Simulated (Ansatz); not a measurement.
**CH₈N₂Si₂: geometry optimisation**

The task: find the minimum of CH₈N₂Si₂ nearest to the start.

Method: RKS r2SCAN-D4/def2-SVP; program: Ansatz 0.2.0.

## Step 1: The starting structure

SMILES `[SiH3][SiH]1NCN1`, 13 atoms, charge 0, spin multiplicity 1.

Atoms are counted from 1 here; the program's logs count them from 0.

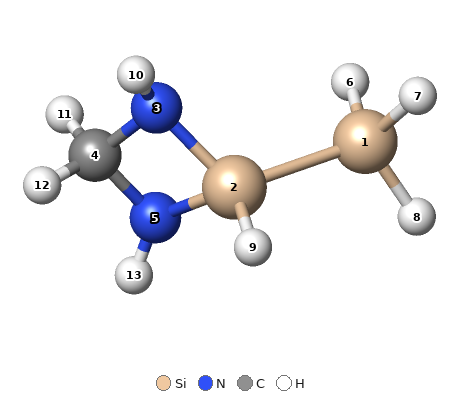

The starting geometry (silicon light orange, nitrogen blue, carbon grey, hydrogen white); atoms are numbered from 1 in the order of the file.

As a file:

```mol
CH8N2Si2
  3D, bonds by distance, orders not assigned

 13 13  0  0  0  0  0  0  0  0999 V2000
   -2.2076    0.8124    0.3811 Si  0  0
    0.0790    0.2869    0.6258 Si  0  0
    0.5526   -1.3469    0.1746 N   0  0
    1.5441   -0.8321   -0.7870 C   0  0
    1.0960    0.5727   -0.7829 N   0  0
   -2.7234    0.3028   -0.9375 H   0  0
   -3.0201    0.1921    1.4913 H   0  0
   -2.4218    2.3050    0.4406 H   0  0
    0.5547    0.8241    1.9708 H   0  0
    0.7528   -2.1912    0.7084 H   0  0
    1.4553   -1.3101   -1.7962 H   0  0
    2.6064   -0.9632   -0.4478 H   0  0
    1.7524    1.3128   -1.0265 H   0  0
  1  2  8  0
  1  6  8  0
  1  7  8  0
  1  8  8  0
  2  3  8  0
  2  5  8  0
  2  9  8  0
  3  4  8  0
  3 10  8  0
  4  5  8  0
  4 11  8  0
  4 12  8  0
  5 13  8  0
M  END
```

## Step 2: Relaxation

input.yaml

```yaml
crystal:
  periodic: [false, false, false]
  atoms:
    - { symbol: Si, position_ang: [-2.207622, 0.812424, 0.381143] }
    - { symbol: Si, position_ang: [0.078979, 0.286947, 0.625841] }
    - { symbol: "N", position_ang: [0.552631, -1.34689, 0.174559] }
    - { symbol: C, position_ang: [1.544121, -0.832141, -0.787006] }
    - { symbol: "N", position_ang: [1.095979, 0.572706, -0.782872] }
    - { symbol: H, position_ang: [-2.723399, 0.30277, -0.937533] }
    - { symbol: H, position_ang: [-3.020057, 0.192097, 1.491277] }
    - { symbol: H, position_ang: [-2.421801, 2.305025, 0.440599] }
    - { symbol: H, position_ang: [0.554695, 0.824078, 1.970806] }
    - { symbol: H, position_ang: [0.752812, -2.191158, 0.708426] }
    - { symbol: H, position_ang: [1.455264, -1.310135, -1.796196] }
    - { symbol: H, position_ang: [2.606358, -0.963243, -0.447801] }
    - { symbol: H, position_ang: [1.752441, 1.312821, -1.026542] }
basis:
  gaussian: { orbitals: def2-SVP }
hamiltonian:
  xc: r2scan
  dispersion: d4
output:
  forces: true
relax:
  f_tol: 0.003
  max_steps: 120
```

On the command line:

```
$ ansatz run input.yaml --threads 1 --pin off --max-ram 2560MiB --backend cpu --events-out ev --progress --plain --runs-dir out
```

The program printed:

```text
Warning: RAYON_NUM_THREADS=1 ignored (pool sized by the plan → 1); use --threads N
The last accepted step is kept in <dir> (removed where the run ends without a failure and the disk answers)
Engine: ansatz 0.2.0, x86_64-unknown-linux-gnu
Functional definition: r2SCAN
  parameter k0 = 0.174
  parameter k1 = 0.065
  parameter a1 = 4.9479
  exchange = r2scan_x(k0 = k0, k1 = k1, a1 = a1)
  correlation = r2scan_c
1358 factors; their error is unknown
mean field evaluation 1: about -19881.1166 eV, gradient 6.6e1 eV
mean field evaluation 2: about -19822.5987 eV, gradient 1.5e2 eV
mean field evaluation 4: about -19890.4886 eV, gradient 5.0e0 eV
mean field evaluation 8: about -19890.5831 eV, gradient 1.5e-1 eV
mean field evaluation 16: about -19890.4735 eV, gradient 8.6e-4 eV
mean field -19890.47351673 eV, -730.9614194928 hartree, gradient 7.6e-5 eV, S^2 0.000000; 0 other end points of the search recorded, 0 dependent functions left out
the calculation of the forces begins
reference -19890.47352904 eV, -730.9614199450 hartree; 28, 28 occupied and 90, 90 virtual orbitals, 1358 factors
relax step   1: F+E_penalty+E_count = -19890.54955589 eV  Δ(F+E_penalty+E_count) = +0.000e0 eV  max|allowed force component| = 2.518e-1 eV/Å  Δτ_max = 0.0000 Å  (29 SCF iters, accepted)
these checks for a lower state are left out or cut short: starts, cluster_reference, orbital_swaps, neighbouring_geometries, increment
1358 factors; their error is unknown
mean field -19890.48478683 eV, -730.9618336610 hartree, gradient 2.0e-5 eV, S^2 0.000000; 0 other end points of the search recorded, 0 dependent functions left out
the calculation of the forces begins
reference -19890.48479910 eV, -730.9618341120 hartree; 28, 28 occupied and 90, 90 virtual orbitals, 1358 factors
relax step   2: F+E_penalty+E_count = -19890.56092589 eV  Δ(F+E_penalty+E_count) = -1.137e-2 eV  max|allowed force component| = 1.504e-1 eV/Å  Δτ_max = 0.0161 Å  (30 SCF iters, accepted)
these checks for a lower state are left out or cut short: starts, cluster_reference, orbital_swaps, neighbouring_geometries, increment
1358 factors; their error is unknown
mean field evaluation 32: about -19890.4862 eV, gradient 2.0e-5 eV
mean field -19890.48623676 eV, -730.9618869451 hartree, gradient 2.0e-5 eV, S^2 0.000000; 0 other end points of the search recorded, 0 dependent functions left out
the calculation of the forces begins
reference -19890.48624902 eV, -730.9618873956 hartree; 28, 28 occupied and 90, 90 virtual orbitals, 1358 factors
relax step   3: F+E_penalty+E_count = -19890.56247051 eV  Δ(F+E_penalty+E_count) = -1.545e-3 eV  max|allowed force component| = 6.637e-2 eV/Å  Δτ_max = 0.0092 Å  (31 SCF iters, accepted)
[... from here on, the SCF cycles and remarks between the steps are left out ...]
relax step   4: F+E_penalty+E_count = -19890.56294675 eV  Δ(F+E_penalty+E_count) = -4.762e-4 eV  max|allowed force component| = 9.197e-2 eV/Å  Δτ_max = 0.0270 Å  (29 SCF iters, accepted)
relax step   5: F+E_penalty+E_count = -19890.56336485 eV  Δ(F+E_penalty+E_count) = -4.181e-4 eV  max|allowed force component| = 4.019e-2 eV/Å  Δτ_max = 0.0127 Å  (31 SCF iters, accepted)
relax step   6: F+E_penalty+E_count = -19890.56358920 eV  Δ(F+E_penalty+E_count) = -2.243e-4 eV  max|allowed force component| = 2.556e-2 eV/Å  Δτ_max = 0.0057 Å  (31 SCF iters, accepted)
relax step   7: F+E_penalty+E_count = -19890.56364196 eV  Δ(F+E_penalty+E_count) = -5.276e-5 eV  max|allowed force component| = 6.963e-3 eV/Å  Δτ_max = 0.0033 Å  (31 SCF iters, accepted)
relax step   8: F+E_penalty+E_count = -19890.56365079 eV  Δ(F+E_penalty+E_count) = -8.830e-6 eV  max|allowed force component| = 3.995e-3 eV/Å  Δτ_max = 0.0035 Å  (31 SCF iters, accepted)
relax step   9: F+E_penalty+E_count = -19890.56365244 eV  Δ(F+E_penalty+E_count) = -1.646e-6 eV  max|allowed force component| = 5.002e-3 eV/Å  Δτ_max = 0.0014 Å  (23 SCF iters, accepted)
relax step  10: F+E_penalty+E_count = -19890.56369219 eV  Δ(F+E_penalty+E_count) = -3.975e-5 eV  max|allowed force component| = 2.403e-2 eV/Å  Δτ_max = 0.0151 Å  (30 SCF iters, accepted)
relax step  11: F+E_penalty+E_count = -19890.56371573 eV  Δ(F+E_penalty+E_count) = -2.355e-5 eV  max|allowed force component| = 6.552e-3 eV/Å  Δτ_max = 0.0024 Å  (31 SCF iters, accepted)
relax step  12: F+E_penalty+E_count = -19890.56374480 eV  Δ(F+E_penalty+E_count) = -2.906e-5 eV  max|allowed force component| = 5.157e-2 eV/Å  Δτ_max = 0.0082 Å  (31 SCF iters, accepted)
relax step  13: F+E_penalty+E_count = -19890.56431643 eV  Δ(F+E_penalty+E_count) = -5.716e-4 eV  max|allowed force component| = 9.745e-2 eV/Å  Δτ_max = 0.0391 Å  (29 SCF iters, accepted)
relax step  14: F+E_penalty+E_count = -19890.56460571 eV  Δ(F+E_penalty+E_count) = -2.893e-4 eV  max|allowed force component| = 3.624e-2 eV/Å  Δτ_max = 0.0126 Å  (31 SCF iters, accepted)
relax step  15: F+E_penalty+E_count = -19890.56568784 eV  Δ(F+E_penalty+E_count) = -1.082e-3 eV  max|allowed force component| = 5.455e-1 eV/Å  Δτ_max = 0.0580 Å  (29 SCF iters, accepted)
relax step  16: F+E_penalty+E_count = -19890.57477878 eV  Δ(F+E_penalty+E_count) = -9.091e-3 eV  max|allowed force component| = 2.679e-1 eV/Å  Δτ_max = 0.1070 Å  (28 SCF iters, accepted)
relax step  17: F+E_penalty+E_count = -19890.60196588 eV  Δ(F+E_penalty+E_count) = -2.719e-2 eV  max|allowed force component| = 4.832e-1 eV/Å  Δτ_max = 0.2000 Å  (29 SCF iters, accepted)
relax step  18: F+E_penalty+E_count = -19890.59406535 eV  Δ(F+E_penalty+E_count) = +7.901e-3 eV  max|allowed force component| = 7.253e-1 eV/Å  Δτ_max = 0.1898 Å  (27 SCF iters, rejected (line search))
relax step  19: F+E_penalty+E_count = -19890.61679415 eV  Δ(F+E_penalty+E_count) = -1.483e-2 eV  max|allowed force component| = 1.859e-1 eV/Å  Δτ_max = 0.0949 Å  (29 SCF iters, accepted)
relax step  20: F+E_penalty+E_count = -19890.62306536 eV  Δ(F+E_penalty+E_count) = -6.271e-3 eV  max|allowed force component| = 4.730e-2 eV/Å  Δτ_max = 0.1000 Å  (29 SCF iters, accepted)
relax step  21: F+E_penalty+E_count = -19890.62324692 eV  Δ(F+E_penalty+E_count) = -1.816e-4 eV  max|allowed force component| = 1.511e-1 eV/Å  Δτ_max = 0.0304 Å  (30 SCF iters, accepted)
relax step  22: F+E_penalty+E_count = -19890.62315749 eV  Δ(F+E_penalty+E_count) = +8.944e-5 eV  max|allowed force component| = 9.096e-2 eV/Å  Δτ_max = 0.0377 Å  (30 SCF iters, rejected (line search))
relax step  23: F+E_penalty+E_count = -19890.62393817 eV  Δ(F+E_penalty+E_count) = -6.912e-4 eV  max|allowed force component| = 3.033e-2 eV/Å  Δτ_max = 0.0185 Å  (30 SCF iters, accepted)
relax step  24: F+E_penalty+E_count = -19890.62413356 eV  Δ(F+E_penalty+E_count) = -1.954e-4 eV  max|allowed force component| = 2.934e-2 eV/Å  Δτ_max = 0.0162 Å  (30 SCF iters, accepted)
relax step  25: F+E_penalty+E_count = -19890.62419687 eV  Δ(F+E_penalty+E_count) = -6.330e-5 eV  max|allowed force component| = 2.514e-3 eV/Å  Δτ_max = 0.0072 Å  (31 SCF iters, accepted)
relax step  26: F+E_penalty+E_count = -19890.62420919 eV  Δ(F+E_penalty+E_count) = -1.232e-5 eV  max|allowed force component| = 2.609e-3 eV/Å  Δτ_max = 0.0068 Å  (31 SCF iters, accepted)
relax step  27: F+E_penalty+E_count = -19890.62421359 eV  Δ(F+E_penalty+E_count) = -4.400e-6 eV  max|allowed force component| = 5.862e-3 eV/Å  Δτ_max = 0.0065 Å  (31 SCF iters, accepted)
relax step  28: F+E_penalty+E_count = -19890.62421833 eV  Δ(F+E_penalty+E_count) = -4.741e-6 eV  max|allowed force component| = 4.298e-3 eV/Å  Δτ_max = 0.0038 Å  (31 SCF iters, accepted)
these checks for a lower state are left out or cut short: starts, cluster_reference, orbital_swaps, neighbouring_geometries, increment
1358 factors; their error is unknown
mean field -19890.54753586 eV, -730.9641396456 hartree, gradient 1.9e-5 eV, S^2 0.000000; 0 other end points of the search recorded, 0 dependent functions left out
the calculation of the forces begins
reference -19890.54754786 eV, -730.9641400866 hartree; 28, 28 occupied and 90, 90 virtual orbitals, 1358 factors
relax step  29: F+E_penalty+E_count = -19890.62422082 eV  Δ(F+E_penalty+E_count) = -2.494e-6 eV  max|allowed force component| = 2.179e-3 eV/Å  Δτ_max = 0.0015 Å  (22 SCF iters, accepted)
1358 factors; their error is unknown
mean field evaluation 224: about -19890.5475 eV, gradient 3.8e-2 eV
mean field -19890.54753586 eV, -730.9641396456 hartree, gradient 1.8e-5 eV, S^2 0.000000; 1 other end points of the search recorded, 0 dependent functions left out
the calculation of the forces begins
reference -19890.54754786 eV, -730.9641400866 hartree; 28, 28 occupied and 90, 90 virtual orbitals, 1358 factors
Total energy: -19890.62423282 eV, -730.9669582070 hartree
Atom 0 at    -2.148345     0.726435     0.379343 Å, force    -0.000420     0.000494    -0.000457 eV/Å
Atom 1 at     0.162445     0.366552     0.692445 Å, force    -0.002179    -0.000313    -0.000663 eV/Å
Atom 2 at     0.754353    -1.258809     0.412564 Å, force     0.000865    -0.000083     0.000072 eV/Å
Atom 3 at     1.529726    -0.808481    -0.756616 Å, force    -0.001231    -0.000693    -0.000606 eV/Å
Atom 4 at     1.181478     0.618977    -0.706828 Å, force    -0.000705     0.000908     0.000861 eV/Å
Atom 5 at    -2.593688     0.086376    -0.898059 Å, force     0.000565    -0.000074     0.000420 eV/Å
Atom 6 at    -2.942323     0.129971     1.502233 Å, force     0.000581     0.000378    -0.000176 eV/Å
Atom 7 at    -2.473175     2.187586     0.316952 Å, force     0.000343    -0.000262     0.000344 eV/Å
Atom 8 at     0.575073     1.033959     1.976478 Å, force     0.000231    -0.000102     0.000358 eV/Å
Atom 9 at     0.252082    -2.137721     0.347312 Å, force     0.000356    -0.000192    -0.000176 eV/Å
Atom 10 at     1.205622    -1.302701    -1.697797 Å, force     0.000324     0.000275     0.000492 eV/Å
Atom 11 at     2.621333    -0.985844    -0.644538 Å, force     0.000836    -0.000152     0.000310 eV/Å
Atom 12 at     1.895821     1.309000    -0.908788 Å, force     0.000436    -0.000185    -0.000779 eV/Å
Dipole moment:     0.177103    -0.076811    -0.103894 e Å
```

Wall time 3.8 min (1 thread of Intel Xeon Platinum 8259CL at 2.50GHz (Skylake/Cascade Lake), shared host); peak memory 0.21 GiB.

The steps of the relaxation: (the energy doesn't fall at every step)

```
step  energy from step 1 (eV)  largest force component (eV/Å)
   1                   0.0000                          0.2518
   2                  -0.0114                          0.1504
   3                  -0.0129                          0.0664
   4                  -0.0134                          0.0920
   5                  -0.0138                          0.0402
   6                  -0.0140                          0.0256
   7                  -0.0141                          0.0070
   8                  -0.0141                          0.0040
   9                  -0.0141                          0.0050
  10                  -0.0141                          0.0240
  11                  -0.0142                          0.0066
  12                  -0.0142                          0.0516
  13                  -0.0148                          0.0974
  14                  -0.0150                          0.0362
  15                  -0.0161                          0.5455
  16                  -0.0252                          0.2679
  17                  -0.0524                          0.4832
  18                  -0.0445                          0.7253
  19                  -0.0672                          0.1859
  20                  -0.0735                          0.0473
  21                  -0.0737                          0.1511
  22                  -0.0736                          0.0910
  23                  -0.0744                          0.0303
  24                  -0.0746                          0.0293
  25                  -0.0746                          0.0025
  26                  -0.0747                          0.0026
  27                  -0.0747                          0.0059
  28                  -0.0747                          0.0043
  29                  -0.0747                          0.0022
```

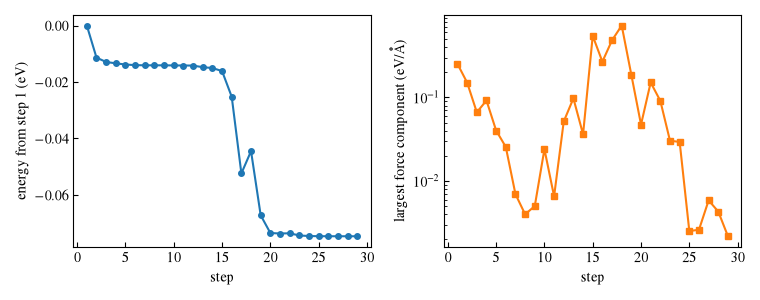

Energy and largest force along the relaxation.

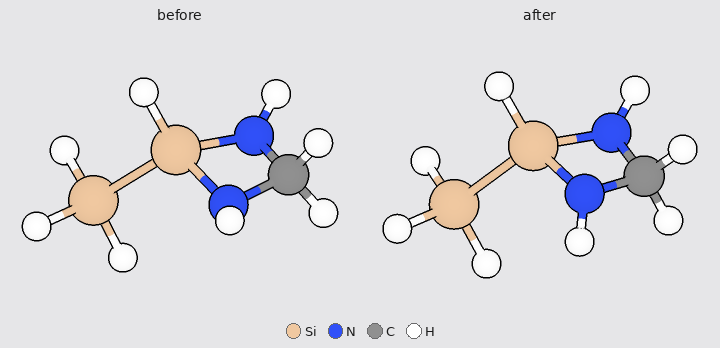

The geometry before (left) and after (right).

Close pairs (by a distance rule), those that changed most:

```csv
bond,before (Å),after (Å),change (Å)
Si2–H9,1.524,1.505,-0.020
Si2–N5,1.761,1.749,-0.011
C4–H12,1.123,1.112,-0.011
Si1–H8,1.509,1.498,-0.011
Si1–H7,1.509,1.499,-0.010
C4–H11,1.120,1.111,-0.009
Si1–H6,1.505,1.497,-0.008
Si2–N3,1.760,1.752,-0.008
```

## Step 3: Summary of results

| quantity | value |
| --- | --- |
| energy gained | 0.0747 eV |
| root mean square move | 0.253 Å |
| dipole moment | 1.05 D |

In words: Bond lengths: Si1–Si2 2.360 Å, Si1–H6 1.497 Å, Si1–H7 1.499 Å, Si1–H8 1.498 Å, Si2–N3 1.752 Å, Si2–N5 1.749 Å, Si2–H9 1.505 Å, N3–C4 1.473 Å, N3–H10 1.014 Å, C4–N5 1.470 Å, C4–H11 1.111 Å, C4–H12 1.112 Å, N5–H13 1.014 Å. Angles: Si2–Si1–H6 109.8°, Si2–Si1–H7 111.0°, Si2–Si1–H8 111.5°, H6–Si1–H7 108.2°, H6–Si1–H8 108.5°, H7–Si1–H8 107.7°, Si1–Si2–N3 116.8°, Si1–Si2–N5 116.3°, Si1–Si2–H9 108.3°, N3–Si2–N5 79.0°, N3–Si2–H9 117.1°, N5–Si2–H9 117.3°, Si2–N3–C4 91.2°, Si2–N3–H10 130.3°, C4–N3–H10 118.3°, N3–C4–N5 98.4°, N3–C4–H11 112.5°, N3–C4–H12 112.8° and more. No frequencies were computed here.
